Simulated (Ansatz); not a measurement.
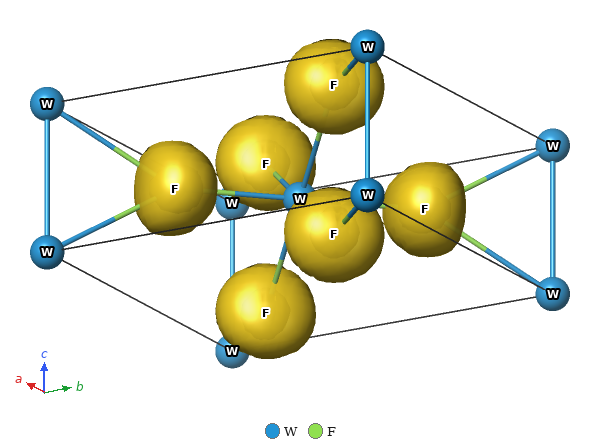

*WF2. Isosurface of the electron localisation function at 0.75 (yellow), seen at an oblique angle. Only the valence region is drawn (cores and ρ < 0.01 e/Å³ removed). Sticks mark near contacts.*

Space group P4₂/mnm; started from the rutile prototype, which need not be the ambient phase; not relaxed (largest force 1.2 eV/Å); computed pressure about 29 GPa in this cell; the program warned that a starting moment wasn't kept; spin-polarised, but the moments vanished.

All numbers below come from DFT PBE, scalar-relativistic, plane waves, PAW in Ansatz 0.2.0.

In a PAW calculation such maps are meaningful between the atoms, not at the nuclei.

Input file:

```
crystal:
  lattice:
    - [5.5902915651, 0.0, 0.0]
    - [0.0, 5.5902915651, 0.0]
    - [0.0, 0.0, 2.3555135426]
  atoms:
    - { symbol: W, position: [0.0, 0.0, 0.0], spin: 2.5 }
    - { symbol: W, position: [0.5, 0.5, 0.5], spin: 2.5 }
    - { symbol: F, position: [0.2463486688, 0.2463486688, 0.0] }
    - { symbol: F, position: [0.7536513312, 0.7536513312, 0.0] }
    - { symbol: F, position: [0.7463486688, 0.2536513312, 0.5] }
    - { symbol: F, position: [0.2536513312, 0.7463486688, 0.5] }
basis:
  ecutwfc: 420
kpoints:
  mp_grid: { grid: [6, 6, 14] }
hamiltonian:
  xc: pbe
scf:
  occupations: { method: gaussian, width: 0.1 }
  lower_state_search: "off"
output:
  forces: true
  stress: true
  eigenvalues: true
  populations: true
  write_density: true
  write_potential: true
  elf: true
  volumetric_format: npy
magnetization:
  spin_polarized: true
```

Command:

```sh
ansatz run input.yaml --threads 1 --pin off --max-ram 2560MiB --backend cpu --events-out ev --progress --plain --runs-dir out
```

Below, planes, directions and counts refer to the conventional cell (a = 5.59 Å, b = 5.59 Å, c = 2.36 Å, α = 90.00°, β = 90.00°, γ = 90.00°).

**Identify the bonds, lone pairs and shells in this picture.**

The surface consists of four regions wrapped around F (the valence shell of each), counted in one cell of 6 atoms. Any copies at cell faces, edges or corners count once.

Values along the shortest contacts:
W–F (1.95 Å): the ELF peaks at about 0.80 in the valence shell of F, 0.6 Å from its nucleus, and drops to about 0.10 between the two atoms: no localised pair shows between them. W–W (2.36 Å): the ELF is about 0.30 at the midpoint.
